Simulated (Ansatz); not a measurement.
# Pressure series in ZrSi2

Base system: ZrSi$_{2}$ (space group Cmcm, No. 63).

```xyz
6
Lattice="1.8443 -7.4292 0.0000 1.8443 7.4292 0.0000 0.0000 0.0000 3.6668" Properties=species:S:1:pos:R:3 pbc="T T T"
Si     1.8443    -6.6606     2.7501
Si     1.8443     6.6606     0.9167
Si     1.8443     3.7175     2.7501
Si     1.8443    -3.7175     0.9167
Zr     1.8443    -1.5726     2.7501
Zr     1.8443     1.5726     0.9167
```

Cell and atoms are relaxed at each pressure.

Level of theory: r2SCAN (Ansatz, a program for electronic structure, PAW, no spin-orbit coupling).

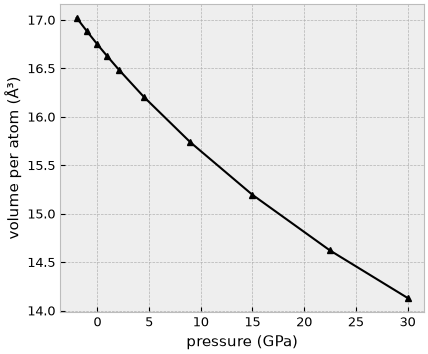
Volume per atom against pressure

```
pressure (GPa)  volume per atom
--------------  ---------------
-2                     17.02 Å³
-1                     16.88 Å³
0.9                    16.63 Å³
2.1                    16.48 Å³
4.5                    16.21 Å³
9                      15.74 Å³
15                     15.20 Å³
22.5                   14.62 Å³
30                     14.13 Å³
```

Load acts through the strain it causes; cell and atoms are relaxed under it. No phonon test of stability was made. No other phases were tried under pressure. All final runs are without spin polarisation.
